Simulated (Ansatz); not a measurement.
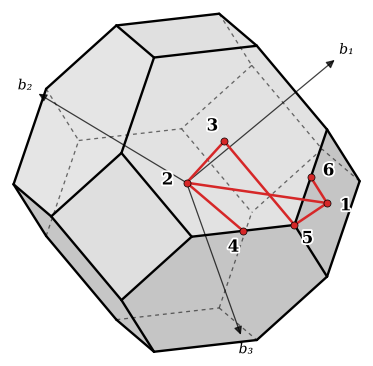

The first Brillouin zone of a face-centred cubic lattice (cF; extended symbol cF2) is drawn with its special points numbered. Crystal: Si, the end point of a relaxation with Ansatz, DFT PBE+D3(BJ), scalar-relativistic, plane waves, PAW. The drawing is computed from the coordinates (standard cell, symmetry found to 0.002 Å).

a = 5.421 Å, b = 5.421 Å, c = 5.421 Å, α = 90.00°, β = 90.00°, γ = 90.00°.

Labels and path follow the convention of Hinuma et al. (2017), as computed by seekpath; the arrows show the directions of the reciprocal primitive vectors b₁, b₂, b₃, in which coordinates are given.

Which special point is each number?

Answer.
```
no.  label      coordinates
  1      X    (1/2, 0, 1/2)
  2      Γ        (0, 0, 0)
  3      L  (1/2, 1/2, 1/2)
  4      K  (3/8, 3/8, 3/4)
  5      W  (1/2, 1/4, 3/4)
  6      U  (5/8, 1/4, 5/8)
```
